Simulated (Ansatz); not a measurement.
A series of calculations on C₂H₈B₂Si

### Relaxation

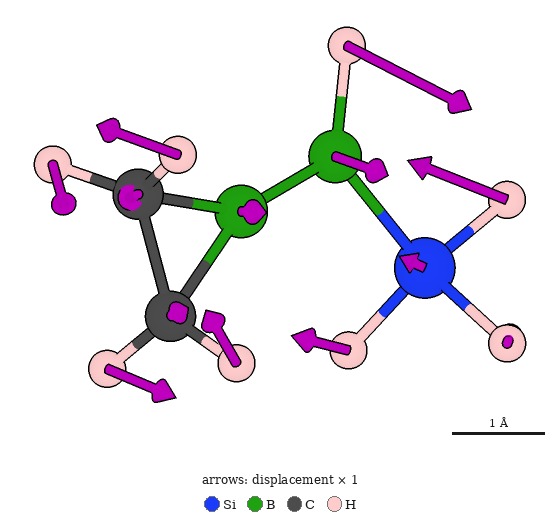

A relaxation of C2H8B2Si. The starting structure is drawn; purple arrows show the displacements, at their true length. The two geometries are superimposed by the best rigid fit.

The picture is a ball-and-stick view, seen from a free direction.

The run prepares an end point of a later path (torsion) calculation, from a guessed geometry.

Level of theory: Ansatz 0.2.0, RKS r2SCAN-D4/def2-SVP. Set-up: no spin polarisation; force threshold 0.015 eV/Å; at most 40 steps.

### What did the optimiser do to the structure, and how much energy did it gain?

After 19 accepted moves (20 points after the start) the energy has fallen by 2.048 eV. The largest force component goes from 4.1 to 0.015 eV/Å. The line search rejected the trial step at point 15 of the run. The largest move after the best rigid fit is that of an H atom, 1.95 Å. Largest moves by element: H 1.95 Å, B 0.94 Å, C 0.65 Å, Si 0.33 Å. Among the contacts that change: B–Si 1.886 → 2.024 Å, C–C 1.410 → 1.491 Å, B–C 1.647 → 1.574 Å, H–Si 1.434 → 1.498 Å. Bond angles that change, for instance: B–B–H 121.2° → 130.6°, B–C–H 108.2° → 116.5°, H–C–H 122.1° → 114.0°. Groups turn about B–B by about 90°, B–Si by about 60°.

### Relaxation

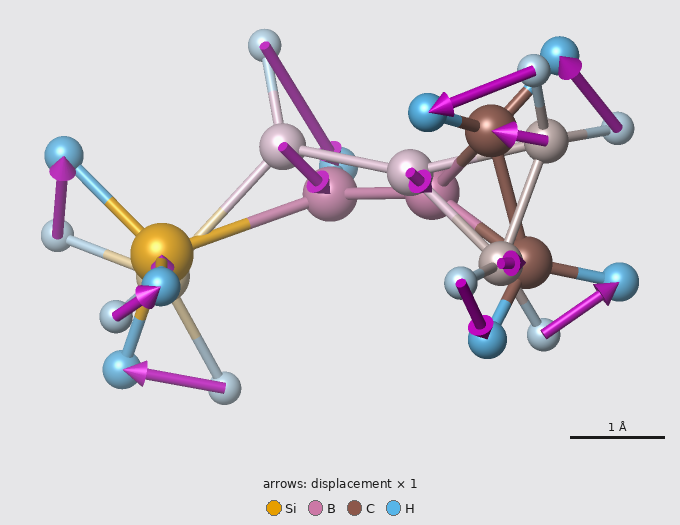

A relaxation of C$_{2}$H$_{8}$B$_{2}$Si. The starting structure is drawn faded, the final one solid; purple arrows show the displacements, at their true length. The two geometries are superimposed by the best rigid fit.

A ball-and-stick model, seen from a free direction.

The run prepares an end point of a later path (torsion) calculation, from a guessed geometry.

The calculation used RKS r2SCAN-D4/def2-SVP (Ansatz 0.2.0).

Input
```yaml
crystal:
  periodic: [false, false, false]
  atoms:
    - { symbol: Si, position_ang: [-2.3565, 0.1383, 0.582] }
    - { symbol: B, position_ang: [-0.5754, 0.1949, 1.1991] }
    - { symbol: B, position_ang: [0.6332, -0.0148, 0.1101] }
    - { symbol: C, position_ang: [2.17707, -0.16499, -0.43027] }
    - { symbol: C, position_ang: [1.18116, -0.25179, -1.42459] }
    - { symbol: H, position_ang: [-2.693, -1.0975, -0.0619] }
    - { symbol: H, position_ang: [-3.2879, 0.3943, 1.7102] }
    - { symbol: H, position_ang: [-2.5515, 1.2764, -0.4212] }
    - { symbol: H, position_ang: [-0.3351, 0.3758, 2.3885] }
    - { symbol: H, position_ang: [2.61676, -1.08964, -0.04143] }
    - { symbol: H, position_ang: [2.69233, 0.83108, -0.30725] }
    - { symbol: H, position_ang: [0.95847, -1.29153, -1.81814] }
    - { symbol: H, position_ang: [1.0551, 0.61564, -2.02237] }
basis:
  gaussian: { orbitals: def2-SVP }
hamiltonian:
  xc: r2scan
  dispersion: d4
relax:
  f_tol: 0.015
  max_steps: 40
output:
  orbitals: {}
```

Launched with:
```bash
ansatz run input.yaml --threads 2 --pin off --max-ram 3072MiB --backend cpu --events-out ev --progress --plain --runs-dir out
```

### Atoms of which element are displaced furthest, and by how much?

Hydrogen: up to 1.93 Å, against 0.93 Å for boron.

### Describe the change and its energy.

H9 moves most after the best rigid fit: 1.93 Å. Largest moves by element: H 1.93 Å, B 0.93 Å, C 0.66 Å, Si 0.32 Å. Near-neighbour distances that change, for instance: Si1–B2 1.886 → 2.024 Å, C4–C5 1.410 → 1.491 Å, B3–C5 1.647 → 1.574 Å, B3–C4 1.643 → 1.574 Å. Among the angles between lasting bonds that change: B3–B2–H9 121.2° → 130.6°, H12–C5–H13 122.1° → 114.0°, B3–C4–H11 108.2° → 116.0°. Groups turn about B2–B3 by about 90°, Si1–B2 by about 60°. Over 21 accepted moves (22 points after the start) the energy falls by 2.038 eV. Largest force component: 4 eV/Å at the start, 0.013 eV/Å at the end. The line search rejected the trial step at point 11 of the run.

### Path

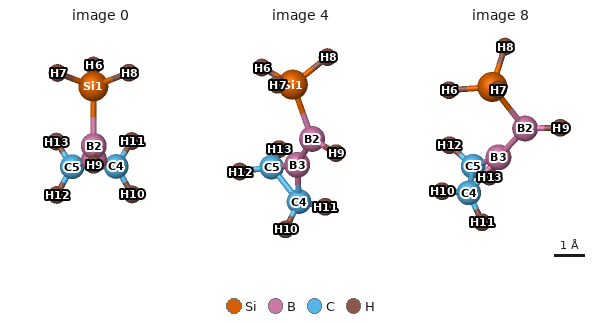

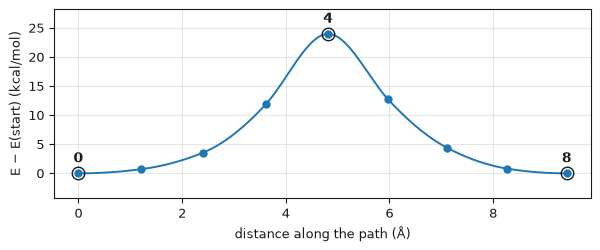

A nudged-elastic-band calculation for C2H8B2Si. Images are numbered from 0 (start) to 8 (end). Style: ball-and-stick. Shown from a free direction.

Computed with RKS r2SCAN-D4/def2-SVP (Ansatz 0.2.0). Settings: 7 movable images; climbing image; force threshold 0.05 eV/Å; iteration limit 43; starting path by image-dependent pair potential.

**What happens along the path, and what is the barrier?**

The two ends have the same energy, and the highest point, image 4, lies 24.0 kcal/mol above the start. The motion is a rotation about the B2–B3 bond. No bond forms or breaks between the ends. Bond angles that change up to the highest image, for instance: Si1–B2–B3 111.6° → 124.7°, B3–B2–H9 130.6° → 120.2°. The band converged in 12 iterations. The largest component of the band force went from 3.9 to 0.046 eV/Å. The climbing image converged on the top of the path. Its vibrational analysis gives 2 imaginary modes over 30i cm⁻¹, so it isn't confirmed as a transition state.

Cost: 6.1 min on 2 threads of Arm Neoverse V1, on a shared host, peak memory 0.17 GiB.
